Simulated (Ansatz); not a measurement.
**UPBE0/STO-3G run of SF (Monosulfur monofluoride)**

What is the electronic atomisation energy of SF (Monosulfur monofluoride) at UPBE0/STO-3G? 

Program for the calculation: Ansatz 0.2.0.

## 1. The structure to begin with

SF: 2 atoms, total charge 0, spin state doublet. As SMILES, `F[S]`. The coordinates come from a GFN2-xTB relaxation.

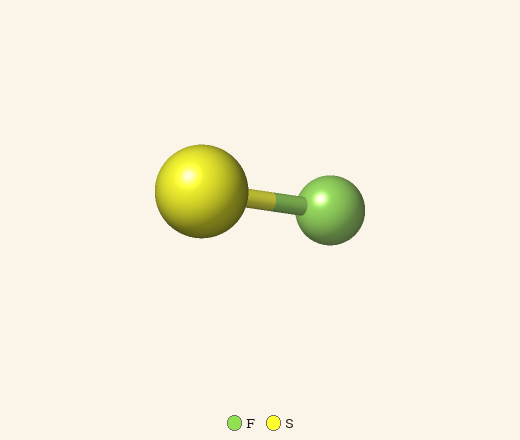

Viewed from a chosen angle; fluorine green, sulfur yellow.

## 2. The energy at UPBE0/STO-3G

The input, run.yaml:

```yaml
crystal:
  periodic: [false, false, false]
  atoms:
    - {symbol: F, position_ang: [0.000000, 0.000000, 0.000000]}
    - {symbol: S, position_ang: [0.000000, 0.000000, 1.626530]}
basis:
  gaussian: {orbitals: STO-3G}
magnetization: {spin_polarized: true, initial_magnetization: 1}
hamiltonian: {xc: {name: PBE0}}
accuracy: high
```

Started as:

```bash
ansatz run run.yaml --threads 1 --pin off --max-ram 2610MiB --events-out events.jsonl --progress --plain --runs-dir runs
```

Standard output:

```text
Warning: RAYON_NUM_THREADS=1 ignored (pool sized by the plan → 1); use --threads N
Functional definition: PBE0
  name "PBE0"
  parameter a = 0.25
  parameter kappa = 0.804
  parameter beta = 0.06672455060314922
  exchange = (1 - a)*pbe_x(kappa = kappa, mu = beta*pi^2/3) + a*exact_x
  correlation = pbe_c(beta = beta)
224 factors; integrals over basis functions are off by at most 3.0e-8 eV
mean field evaluation 1: about -13384.6295 eV, gradient 3.5e0 eV
mean field evaluation 2: about -13384.7415 eV, gradient 5.2e-1 eV
mean field evaluation 4: about -13384.7464 eV, gradient 2.8e-1 eV
mean field evaluation 8: about -13384.7547 eV, gradient 2.4e-3 eV
mean field evaluation 16: about -13384.7547 eV, gradient 3.0e-8 eV
mean field -13384.75466548 eV, -491.8806614438 hartree, gradient 3.0e-8 eV, S^2 0.750411; 0 other end points of the search recorded, 0 dependent functions left out
reference -13384.75466615 eV, -491.8806614685 hartree; 13, 12 occupied and 1, 2 virtual orbitals, 224 factors
Total energy: -13384.75466615 eV, -491.8806614685 hartree
```

Wall time 0.86 s (1 thread of Arm Neoverse V1, shared host); peak memory 0.099 GiB.

## 3. The F atom at the same level

The input, in.yaml:

```yaml
crystal:
  periodic: [false, false, false]
  atoms:
    - {symbol: F, position_ang: [0.000000, 0.000000, 0.000000]}
basis:
  gaussian:
    orbitals: STO-3G
magnetization:
  spin_polarized: true
  initial_magnetization: 1
hamiltonian:
  xc: pbe0
accuracy: high
```

Started as:

```bash
ansatz run in.yaml --threads 1 --pin off --max-ram 2610MiB --events-out events.jsonl --progress --plain --runs-dir runs
```

Standard output:

```text
Warning: RAYON_NUM_THREADS=1 ignored (pool sized by the plan → 1); use --threads N
Functional definition: PBE0
  name "PBE0"
  parameter a = 0.25
  parameter kappa = 0.804
  parameter beta = 0.06672455060314922
  exchange = (1 - a)*pbe_x(kappa = kappa, mu = beta*pi^2/3) + a*exact_x
  correlation = pbe_c(beta = beta)
15 factors; integrals over basis functions are off by at most 1.2e-9 eV
mean field evaluation 1: about -2672.2343 eV, gradient 4.0e-13 eV
mean field evaluation 2: about -2672.2350 eV, gradient 4.3e-12 eV
mean field -2672.23498369 eV, -98.2028243448 hartree, gradient 0.0e0 eV, S^2 0.750000; 0 other end points of the search recorded, 0 dependent functions left out
reference -2672.23498392 eV, -98.2028243531 hartree; 5, 4 occupied and 0, 1 virtual orbitals, 15 factors
Total energy: -2672.23498392 eV, -98.2028243531 hartree
```

Wall time 0.16 s (1 thread of Arm Neoverse V1, shared host).

## 4. The S atom at the same level

The input, molecule.yaml:

```yaml
basis:
  gaussian:
    orbitals: STO-3G
crystal:
  periodic: [false, false, false]
  atoms:
    - symbol: S
      position_ang: [0.000000, 0.000000, 0.000000]
hamiltonian:
  xc: pbe0
magnetization:
  spin_polarized: true
  initial_magnetization: 2
accuracy: high
```

Run the same way, it converges to -393.54590 Eh (log not shown).

## 5. Results

At UPBE0/STO-3G:

| quantity | value |
| --- | --- |
| molecule: total energy | -491.88066 Eh |
| molecule: ⟨S²⟩ | 0.750 |
| F atom: total energy | -98.20282 Eh |
| F atom: ⟨S²⟩ | 0.750 |
| S atom: total energy | -393.54590 Eh |
| S atom: ⟨S²⟩ | 2.000 |
| electronic atomisation energy | 3.590 eV |

In words: Taking the molecule apart into free atoms costs 3.59 eV (83 kcal/mol), before zero-point energy and without spin-orbit coupling. In a minimal basis such a difference can be off by several eV, whatever the method.
